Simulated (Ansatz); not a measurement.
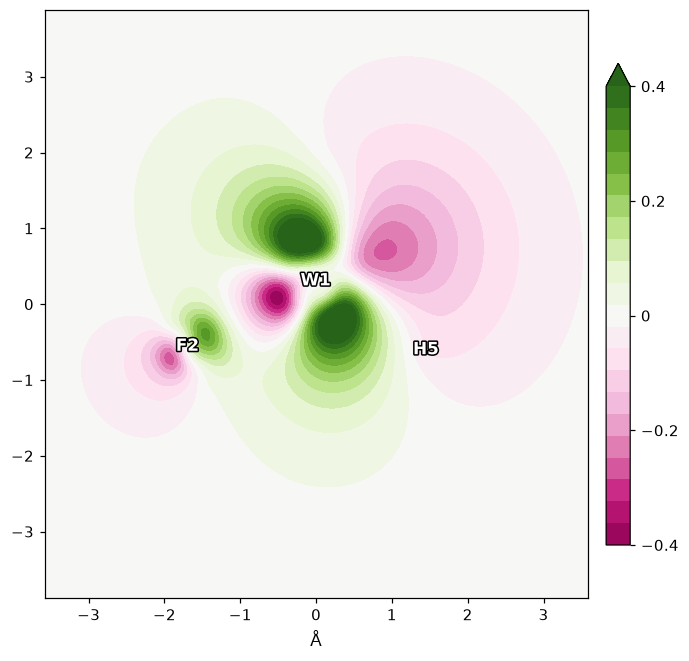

Figure 1: FH$_{5}$W. The LUMO on the plane of atoms F2, W1 and H5 (values in Å⁻³ᐟ²; the overall sign is arbitrary).

Core potentials replace the inner electrons of W.

These are results of RKS B3LYP-D4/def2-mTZVP (Ansatz), not measurements.

The calculation's input:

```
crystal:
  periodic: [false, false, false]
  atoms:
    - { symbol: W, position_ang: [0.0, 0.0, 0.0] }
    - { symbol: F, position_ang: [0.0, 0.0, 1.85] }
    - { symbol: H, position_ang: [1.72, 0.0, 0.0] }
    - { symbol: H, position_ang: [0.0, 1.72, 0.0] }
    - { symbol: H, position_ang: [-1.72, 0.0, 0.0] }
    - { symbol: H, position_ang: [0.0, -1.72, 0.0] }
    - { symbol: H, position_ang: [0.0, 0.0, -1.72] }
basis:
  gaussian: { orbitals: def2-mTZVP }
hamiltonian:
  xc: b3lyp
  dispersion: d4
relax:
  f_tol: 0.02
  max_steps: 40
output:
  orbitals: {}
```

Run with:

```sh
ansatz run input.yaml --threads 1 --pin off --max-ram 2048MiB --backend cpu --events-out ev --progress --plain --runs-dir out
```

The fields are those of the run's last geometry, not of the input's.

### Describe this orbital and give its energy.

Its weight (Hirshfeld) is mainly on W1 (about 80 %). Its energy is −3.67 eV.
